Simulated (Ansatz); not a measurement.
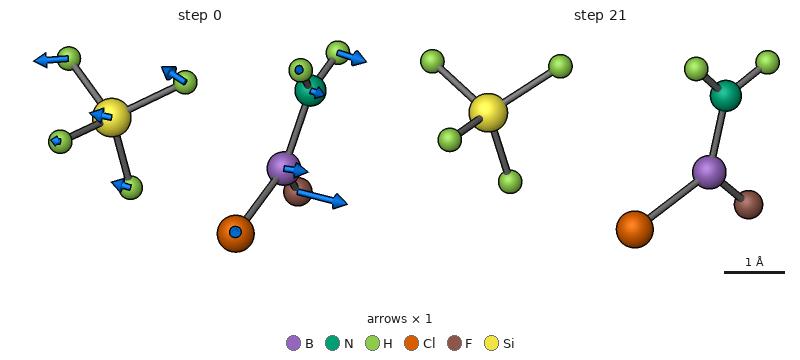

The structure of BSiNH6ClF before (left) and after (right) a relaxation, at one scale. The blue arrows give the displacements, at their true length.

A ball-and-stick model, seen at a tilt.

The run prepares an end point of a later path (reaction) calculation, from a guessed geometry.

Level of theory: Ansatz, RKS CAM-B3LYP-D4/def2-SVP.

Input file:
```yaml
crystal:
  periodic: [false, false, false]
  atoms:
    - { symbol: B, position_ang: [-0.13844, 0.237019, 0.274418] }
    - { symbol: "N", position_ang: [-0.058367, 0.783809, 1.628281] }
    - { symbol: H, position_ang: [-0.865885, 0.802074, 2.238337] }
    - { symbol: H, position_ang: [0.805693, 1.126727, 2.025458] }
    - { symbol: Cl, position_ang: [1.278332, 0.202143, -0.773273] }
    - { symbol: F, position_ang: [-1.29296, -0.204679, -0.191227] }
    - { symbol: Si, position_ang: [0.638963, -2.740532, 1.009326] }
    - { symbol: H, position_ang: [-0.187019, -2.853296, -0.219553] }
    - { symbol: H, position_ang: [2.079288, -2.844467, 0.654513] }
    - { symbol: H, position_ang: [0.282321, -3.853397, 1.93524] }
    - { symbol: H, position_ang: [0.379174, -1.449701, 1.66528] }
basis:
  gaussian: { orbitals: def2-SVP }
hamiltonian:
  xc: cam_b3lyp
  dispersion: d4
relax:
  f_tol: 0.03
  max_steps: 50
```

Command:
```bash
ansatz run input.yaml --threads 4 --pin off --max-ram 5120MiB --backend cpu --events-out ev --progress --plain --runs-dir out
```

Question: Describe what moved and what it gained.

Answer: The atom that moves furthest after the best rigid fit is F6 (0.94 Å). Largest moves by element: F 0.94 Å, H 0.62 Å, B 0.44 Å, Si 0.41 Å, N 0.28 Å, Cl 0.25 Å. Some distances before and after: B1–N2 1.462 → 1.387 Å, Si7–H11 1.471 → 1.488 Å, B1–Cl5 1.762 → 1.773 Å, B1–F6 1.321 → 1.326 Å. The energy falls by 0.338 eV in 20 accepted moves (21 points after the start). The largest force component goes from 2.5 to 0.01 eV/Å. The line search rejected the trial step at point 9 of the run. The forces were under the threshold at step 10, but the run went on from there. Cost: 36 s on 4 threads of Intel(R) Xeon(R) Platinum 8488C (Sapphire Rapids) (shared host), peak memory 0.3 GiB.

Limits of the set-up: the start holds two separate molecules, 2.2 Å apart at their closest, whose relative position is a soft coordinate.
